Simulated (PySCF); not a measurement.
HCl (charge +1, doublet)

```tsv
atom	x (Å)	y (Å)	z (Å)
H	0.0000	0.0000	-1.2850
Cl	0.0000	0.0000	0.0370
```

Method: PySCF, PBE0/def2-TZVP, non-relativistic Hamiltonian with scalar-relativistic core potentials where named, at a bond length of 1.322 Å.

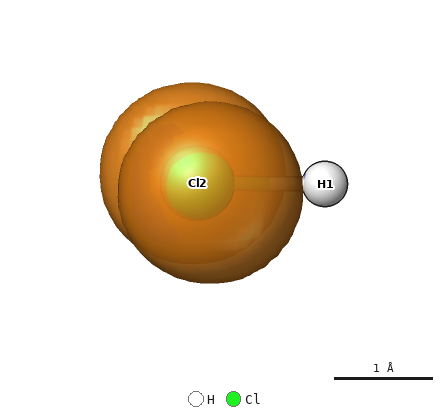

Figure 1. Isosurfaces of the spin density (α minus β) at +0.04 (orange) and −0.04 e/Å³ (purple), seen from one side.

Q: Where is the unpaired spin?

A: The unpaired spin (1 electron) lies mostly on Cl2 (about 1.0), in electrons by Hirshfeld's partition.

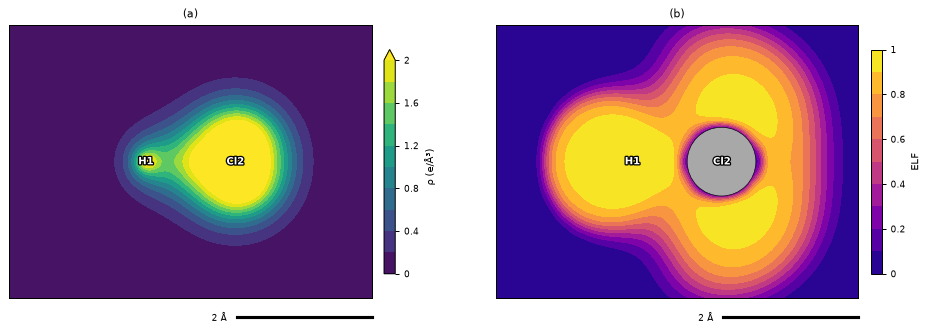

Figure 2. (a) total electron density; (b) ELF on a plane that holds the molecular axis. Grey discs cover the atomic cores in the ELF map.

Q: What do the fields say about this system?

A:
- Atoms in the plane: H and Cl.
- Cl–H (1.32 Å): the density is about 2 e/Å³ at the midpoint; the ELF climbs to about 1 towards the hydrogen, as it does in any bond to H (a covalent bond by its length).
- The ELF also peaks beside Cl2, away from the bonds: non-bonding electrons, paired or unpaired.

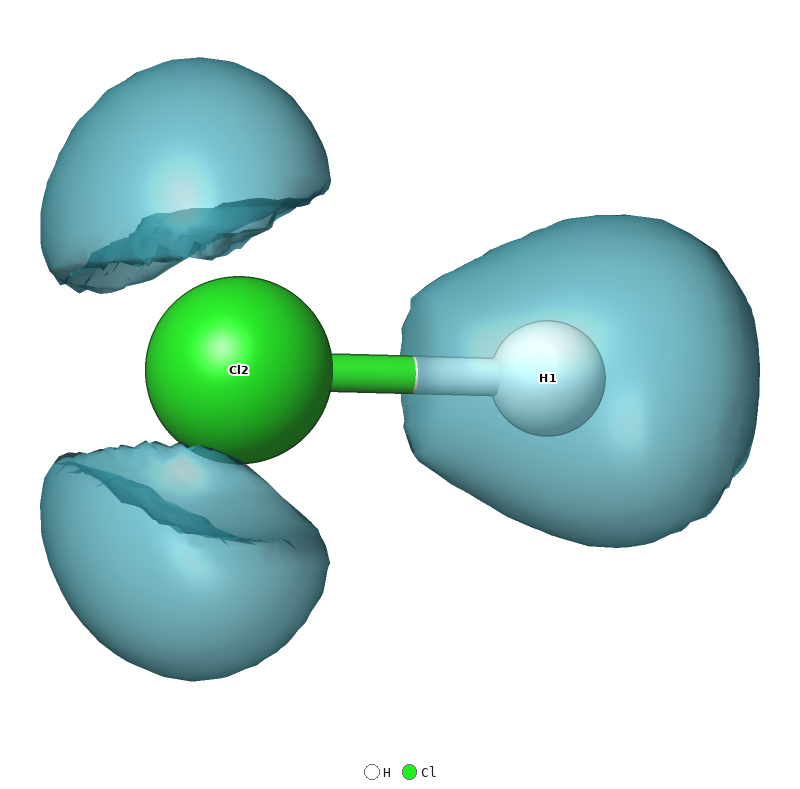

Figure 3. Isosurface of the ELF at 0.9 (cyan), seen from one side. Core shells and regions of very low density are left out.

Q: Identify the bonds, lone pairs and shells in this picture.

A: The surface consists of one region around a hydrogen nucleus and two lobes on Cl, pointing away from the bonds (non-bonding electrons, which may merge into one lobe).
